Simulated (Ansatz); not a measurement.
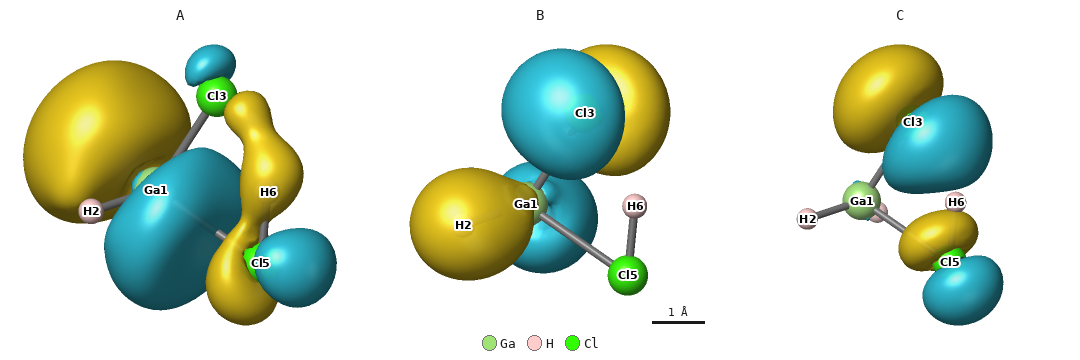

Figure 1: Cl2GaH3. Three frontier orbitals at ±0.08 Å⁻³ᐟ² (yellow and cyan are the two phases), in no order.

These are results of RKS PBE-D4/def2-SVP (Ansatz), not measurements.

```xyz
6

Ga   -0.2083    0.1538    0.2149
H    -0.3073    1.1343    1.4317
Cl    1.9364   -0.3330   -0.3108
H    -1.1965   -0.2281   -0.9381
Cl   -0.0209   -2.1854    1.4982
H     1.1295   -1.8536    0.8781
```

### Order the three orbitals by energy and name them.

C is the HOMO−1 (−7.66 eV). It lies mainly on Cl3 (about 75 %) and Cl5 (about 15 %); largely a lone pair of Cl3. B is the HOMO (−7.03 eV). It lies mainly on Cl3 (about 65 %), Ga1 (about 15 %), H2 (about 10 %) and H4 (about 10 %). A is the LUMO (−1.71 eV). It lies mainly on Ga1 (about 65 %) and Cl5 (about 15 %).

### What is the HOMO–LUMO gap?

5.32 eV between the orbital energies.
